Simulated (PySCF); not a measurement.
**WO₂Br₂: structure of the singlet**

Where does singlet WO₂Br₂ go from a PBE0 minimum start, is the end point a minimum, and what are its modes, charges and moments?

Program: PySCF 2.14.0. Level of theory: PBE0, basis W def2-SVP with ECP60, O def2-SVP, Br def2-SVP, scalar-relativistic core potentials, no spin–orbit coupling, density fitting. These are calculated values, not measurements.

**1. The system as given**

5 atoms, charge 0, spin multiplicity 1.

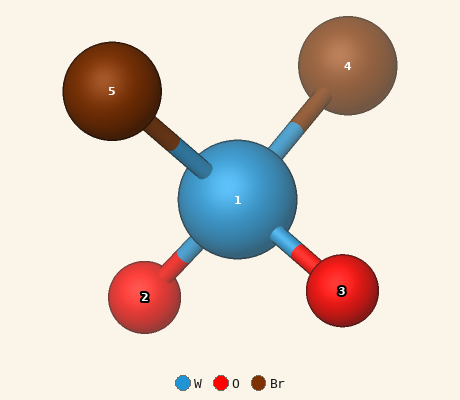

Start geometry, drawn with tungsten blue, oxygen red, bromine brown; atoms are numbered from 1 in the order of the file.

```xyz
5
charge 0 multiplicity 1
W     0.0000    0.0000    0.4614
O     0.0000    1.3538    1.4764
O     0.0000   -1.3538    1.4764
Br   -2.0337    0.0000   -0.8370
Br    2.0337    0.0000   -0.8370
```

**2. Finding the electronic state**

The steps below are one call of a driver around PySCF. For each, scf.py gives the equivalent set-up of the SCF; relaxations use the driver's own optimiser. After this first run the driver tries any further starts and a stability analysis.

scf.py

```python
from pyscf import gto, scf, dft
mol = gto.M(atom='''
W     -0.000000     0.000000     0.461440
O     -0.000000     1.353810     1.476400
O      0.000000    -1.353810     1.476400
Br    -2.033680     0.000000    -0.837010
Br     2.033680    -0.000000    -0.837010''',
    basis={'W': 'def2-SVP', 'O': 'def2-SVP', 'Br': 'def2-SVP'},
    ecp={'W': 'def2-SVP'},
    charge=0, spin=0)
mf = dft.RKS(mol, xc='PBE0')
mf.grids.atom_grid = (50, 194)
aux = {'W': 'def2-universal-JKFIT', 'O': 'def2-universal-JKFIT', 'Br': 'def2-universal-JKFIT'}
mf = mf.density_fit(auxbasis=aux)
mf.conv_tol = 1e-08
mf.diis_space = 10
mf.max_cycle = 60
mf.init_guess = 'minao'
mf.verbose = 4
mf.kernel()
```

Started as:

```
> OMP_NUM_THREADS=4 python axn.py task.json out
```

What it wrote:

```text
init E= -5350.00348268721
  HOMO = -0.51387346240544  LUMO = -0.329765172589593  gap/eV = 5.00984
cycle= 1 E= -5364.11672367077  delta_E= -14.1  |g|= 1.45  |ddm|= 7.35
  HOMO = -0.0938027068835714  LUMO = -0.0890906714113026  gap/eV = 0.12822
cycle= 2 E= -5356.6542301413  delta_E= 7.46  |g|= 5.41  |ddm|= 6.58
  HOMO = -0.308018535506177  LUMO = -0.0863425680619191  gap/eV = 6.03211
cycle= 3 E= -5364.52189379326  delta_E= -7.87  |g|= 0.35  |ddm|= 6.12
  HOMO = -0.354570379778171  LUMO = -0.159222041991888  gap/eV = 5.31570
cycle= 4 E= -5364.53467632121  delta_E= -0.0128  |g|= 0.252  |ddm|= 0.619
  HOMO = -0.347177909567398  LUMO = -0.122670036111341  gap/eV = 6.10917
cycle= 5 E= -5364.55028447444  delta_E= -0.0156  |g|= 0.112  |ddm|= 0.418
  HOMO = -0.346600116014049  LUMO = -0.125148670100018  gap/eV = 6.02600
cycle= 6 E= -5364.55387119957  delta_E= -0.00359  |g|= 0.016  |ddm|= 0.136
  HOMO = -0.345473710827656  LUMO = -0.124801053139298  gap/eV = 6.00481
cycle= 7 E= -5364.5539218064  delta_E= -5.06e-05  |g|= 0.00355  |ddm|= 0.0147
  HOMO = -0.34561251708652  LUMO = -0.124892245577972  gap/eV = 6.00610
cycle= 8 E= -5364.5539242214  delta_E= -2.42e-06  |g|= 0.00124  |ddm|= 0.00305
  HOMO = -0.345573120711368  LUMO = -0.124862942842405  gap/eV = 6.00583
cycle= 9 E= -5364.55392453411  delta_E= -3.13e-07  |g|= 0.000401  |ddm|= 0.000956
  HOMO = -0.34556622979799  LUMO = -0.124868231176144  gap/eV = 6.00550
cycle= 10 E= -5364.55392456975  delta_E= -3.56e-08  |g|= 4.89e-05  |ddm|= 0.000326
  HOMO = -0.345563826428533  LUMO = -0.12486707440151  gap/eV = 6.00546
cycle= 11 E= -5364.55392457029  delta_E= -5.41e-10  |g|= 5.79e-06  |ddm|= 4.42e-05
  HOMO = -0.345564047994033  LUMO = -0.12486786020222  gap/eV = 6.00545
Extra cycle  E= -5364.55392457026  delta_E= 2.64e-11  |g|= 1.18e-05  |ddm|= 1.38e-05
converged SCF energy = -5364.55392457026
```

This step, with its further starts and checks, needed 8.2 s of wall time on 4 threads of Arm Neoverse V1, shared host.

The test of internal stability found no lower closed-shell solution.

**3. PBE0 minimum start, singlet: relaxation**

The program finds C2v symmetry in the start, which this walk keeps. Threshold on the gradient: 0.0003 Eh/bohr, with a further test on the energy change.

scf.py: that of step 2 with these lines changed.

```diff
@@ -3,5 +3,5 @@
-W     -0.000000     0.000000     0.461440
-O     -0.000000     1.353810     1.476400
-O      0.000000    -1.353810     1.476400
-Br    -2.033680     0.000000    -0.837010
-Br     2.033680    -0.000000    -0.837010''',
+W      0.000000     0.000000     0.461437
+O      0.000000     1.353810     1.476397
+O      0.000000    -1.353810     1.476397
+Br    -2.033680     0.000000    -0.837013
+Br     2.033680     0.000000    -0.837013''',
@@ -18 +17,0 @@
-mf.init_guess = 'minao'
```

The optimiser's trace:

```csv
step,energy (Eh),change (kJ/mol),largest symmetric gradient (Eh/bohr)
0,-5364.553925,0.00,0.00021
```

The walk took 3.1 s.

Geometry (Å) and forces (eV/Å) at some steps:

```
step 0
W    0.000   0.000   0.461   0.000   0.000   0.009
O    0.000   1.354   1.476   0.000   0.011  -0.002
O    0.000  -1.354   1.476   0.000  -0.011  -0.002
Br  -2.034   0.000  -0.837  -0.001   0.000  -0.002
Br   2.034   0.000  -0.837   0.001   0.000  -0.002
```

After 0 steps and 0.0 kJ/mol it ends at C2v: W–Br 2.413 Å (×2), W–O 1.692 Å (×2); Br–W–Br 114.9°, Br–W–O 108.8° (×4), O–W–O 106.3°.

**4. Is it a minimum? Harmonic modes**

The point is checked on the finer grid, and tightened if its gradient asks for it. The Hessian and the dipole derivatives come from central differences of analytic gradients, with steps of 0.02 bohr.

scf.py: that of step 3 with these lines changed.

```diff
@@ -3,5 +3,5 @@
-W      0.000000     0.000000     0.461437
-O      0.000000     1.353810     1.476397
-O      0.000000    -1.353810     1.476397
-Br    -2.033680     0.000000    -0.837013
-Br     2.033680     0.000000    -0.837013''',
+W      0.000000     0.000000     0.461783
+O      0.000000     1.354028     1.476596
+O      0.000000    -1.354028     1.476596
+Br    -2.033255     0.000000    -0.837386
+Br     2.033255     0.000000    -0.837386''',
@@ -12 +12 @@
-mf.grids.atom_grid = (50, 194)
+mf.grids.atom_grid = (75, 302)
@@ -15 +15 @@
-mf.conv_tol = 1e-08
+mf.conv_tol = 1e-10
```

The driver hands on the density of the step before, so the log starts near convergence.

SCF at the final geometry:

```text
init E= -5364.55416538309
  HOMO = -0.345560889001976  LUMO = -0.124929859258808  gap/eV = 6.00368
cycle= 1 E= -5364.55416538261  delta_E= 4.77e-10  |g|= 4.95e-05  |ddm|= 6.32e-05
  HOMO = -0.34556061018687  LUMO = -0.124941246053445  gap/eV = 6.00336
cycle= 2 E= -5364.55416537836  delta_E= 4.25e-09  |g|= 0.000151  |ddm|= 0.000159
  HOMO = -0.345560230237973  LUMO = -0.124934147254484  gap/eV = 6.00354
cycle= 3 E= -5364.5541653831  delta_E= -4.74e-09  |g|= 1.71e-05  |ddm|= 0.000112
  HOMO = -0.345560688203227  LUMO = -0.124933267359652  gap/eV = 6.00358
cycle= 4 E= -5364.55416538318  delta_E= -7.19e-11  |g|= 4.06e-07  |ddm|= 1.75e-05
  HOMO = -0.345560632137106  LUMO = -0.124933218159451  gap/eV = 6.00358
Extra cycle  E= -5364.55416538318  delta_E= -6.37e-12  |g|= 5.72e-07  |ddm|= 8.25e-07
converged SCF energy = -5364.55416538318
```

The whole step took 68 s.

Geometry: C2v; W–Br 2.413 Å (×2), W–O 1.692 Å (×2); Br–W–Br 114.8°, Br–W–O 108.8° (×4), O–W–O 106.3°.

Harmonic modes (main isotopes):

| symmetry | ω (cm⁻¹) | IR (km/mol) | μ (u) | type |
| --- | --- | --- | --- | --- |
| a1 | 74 | 0.0 | 79.01 | bend |
| b2 | 139 | 3.1 | 25.89 | bend |
| a2 | 203 | 0.0 | 17.12 | bend |
| b1 | 205 | 0.4 | 21.03 | bend |
| a1 | 259 | 5.6 | 57.12 | stretch |
| b1 | 318 | 58.4 | 62.34 | mixed |
| a1 | 373 | 7.1 | 18.74 | bend |
| b2 | 1024 | 147 | 17.70 | stretch |
| a1 | 1064 | 103 | 16.97 | stretch |

Every mode is real; the point is a minimum.

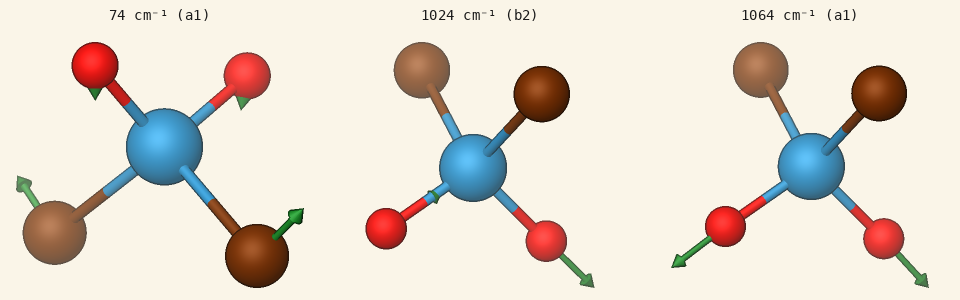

Displacements of 3 of the modes, as arrows (one member where a mode is degenerate).

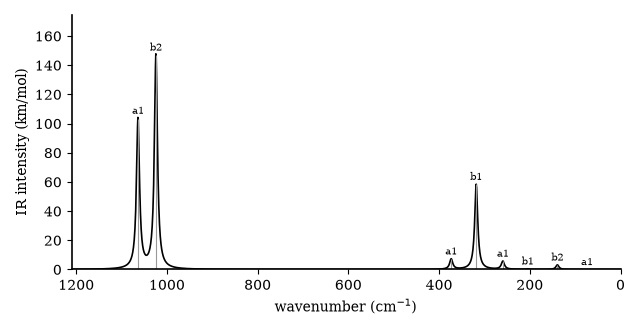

The harmonic infrared spectrum (widths in cm⁻¹). Lines are broadened to a width of 8 cm⁻¹ (Lorentzian).

Constants and moments:

| Quantity | Value |
| --- | --- |
| Dipole moment | 2.02 D |
| Highest occupied level | -9.40 eV |
| Lowest empty level | -3.40 eV |
| Rotational constants | 0.06057, 0.0237, 0.01933 cm⁻¹ |
| Zero-point energy | 21.9 kJ/mol |
| Principal polarisabilities | 57.0, 67.7, 90.6 bohr³ |
| Atomisation energy without zero-point energy | 2117 kJ/mol |
| Principal traceless quadrupole moments about the centre of mass | -3.14, -2.53, 5.67 D Å |
| Entropy at 298.15 K and 1 bar | 368.2 J/(mol K) |
| Heat capacity Cp at 298.15 K | 88.2 J/(mol K) |
| Enthalpy at 298.15 K above 0 K | 19.97 kJ/mol |
| Rotational symmetry number | 2 |

Charges (e) and bond orders:

```json
{"atom": "W1", "Mulliken": "1.03", "Löwdin": "-0.12", "polar tensor": "2.04", "Mayer order to W1": "–"}
{"atom": "O2,3", "Mulliken": "-0.29", "Löwdin": "-0.10", "polar tensor": "-0.63", "Mayer order to W1": "2.13"}
{"atom": "Br4,5", "Mulliken": "-0.23", "Löwdin": "0.16", "polar tensor": "-0.39", "Mayer order to W1": "1.10"}
```

Outer orbital energies (eV). occupied: -11.90, -11.74, -10.52, -9.94, -9.91, -9.53, -9.43, -9.40; empty: -3.40, -2.57, -2.29, -0.97.

Mulliken populations on W1 (outside its core potential): s 2.49, p 6.32, d 3.97, f 0.19.

**5. Results**

```
                                 quantity                                                                                      value
                                  minimum                                                                               singlet, C2v
                                 geometry      W–Br 2.413 Å (×2), W–O 1.692 Å (×2); Br–W–Br 114.8°, Br–W–O 108.8° (×4), O–W–O 106.3°
                       wavenumbers (cm⁻¹)  74 (a1), 139 (b2), 203 (a2), 205 (b1), 259 (a1), 318 (b1), 373 (a1), 1024 (b2), 1064 (a1)
                            dipole moment                                                                                     2.02 D
     highest occupied, lowest empty level                                                                            -9.40, -3.40 eV
                polar-tensor charge of W1                                                                                    +2.04 e
                        zero-point energy                                                                                21.9 kJ/mol
                      entropy at 298.15 K                                                                            368.2 J/(mol K)
atomisation energy (no zero-point energy)                                                                                2117 kJ/mol
```

In words: The PBE0 minimum start keeps its C2v symmetry and ends in a minimum. In the infrared the band at 1024 cm⁻¹ (b2, stretch) leads. Only this shape and spin were tried, so other structures or states may lie lower. Whether spin polarisation would lower the closed shell was not checked. Spin–orbit coupling, left out here, can matter for elements this heavy.

The search up to here took 79 s.
